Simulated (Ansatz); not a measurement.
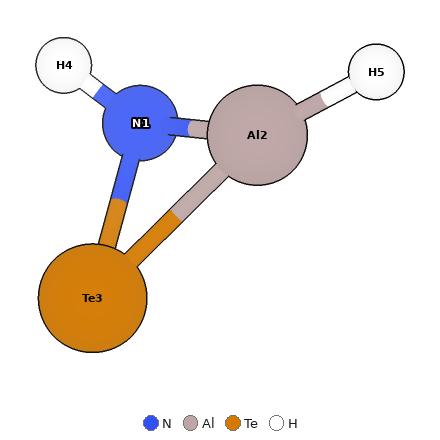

The system is AlH₂NTe, SMILES [NH]1[AlH][Te]1; the picture shows the grid point nearest to the relaxed geometry. Two internal coordinates are moved rigidly from the geometry relaxed at PBE0-D4/def2-TZVP, all others fixed. The first coordinate is: bond Al2–H5; the second: angle H5–Al2–Te3. The grid has 7 × 7 points. Points are written as (first, second). All energies are given in kJ/mol relative to the lowest grid point. Method: RKS PBE-D4/def2-TZVPP in Ansatz.

Its coordinates:

```xyz
5

N    -0.5031   -0.5759   -0.6029
Al    0.4888    0.7029    0.1186
Te    0.6604   -1.5860    0.9630
H    -1.4895   -0.7674   -0.4894
H     0.8334    2.1817    0.0143
```

Range: bond Al2–H5 from 1.286 to 2.273 Å; angle H5–Al2–Te3 from 138.5 to 174.5°.

Question: Predict the map.

Answer: The lowest grid point is at (1.522 Å, 156.5°). The bottom of the well lies between grid points, at about (1.579 Å, 157°), about 2.4 kJ/mol lower on the interpolated surface. No other kind of well shows on this grid. The highest grid point, (2.273 Å, 138.5°), lies 140 kJ/mol above the lowest.

```csv
"angle H5–Al2–Te3 ↓, bond Al2–H5 →",1.286,1.382,1.522,1.687,1.869,2.065,2.273
174.5,91,40,9,13,42,85,136
168.5,86,34,4,8,37,81,133
162.5,83,31,1,5,35,79,131
156.5,82,30,0,4,35,79,131
150.5,83,32,1,6,36,80,133
144.5,86,35,5,9,39,84,136
138.5,92,41,10,15,45,89,140
```

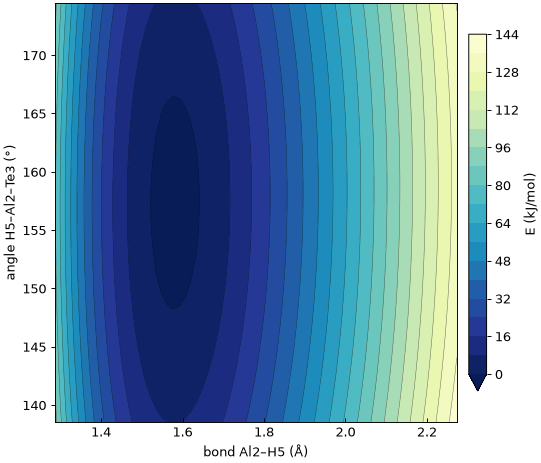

Drawn: filled contours. Between grid points the surface is interpolated.
